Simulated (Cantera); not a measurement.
Charge: 1 mol C₆H₆, 3.5 mol H₂, 22 mol N₂, at 0.133 bar.

Cantera equilibrium calculation (NASA polynomials, part measured and part estimated; ideal gas, pure solids and liquids). Candidate condensed phases: C, C₆H₆, C₇H₈, C₈H₁₈; 92 gas species. The numbers say what is thermodynamically allowed, not how fast it happens.

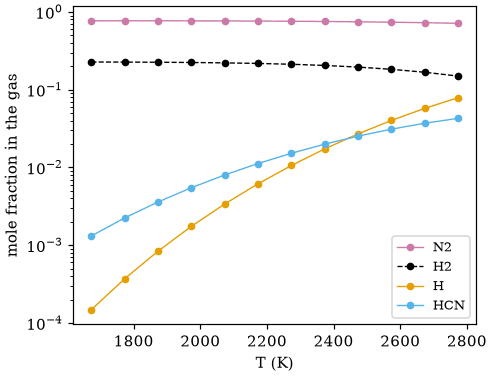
Equilibrium gas composition (values under 1e-9 drawn at 1e-9)

**Question.** Read off the mole fractions at 2673 K.

**Answer.** N₂ about 0.73, H₂ about 0.17, H about 0.058, HCN about 0.037.
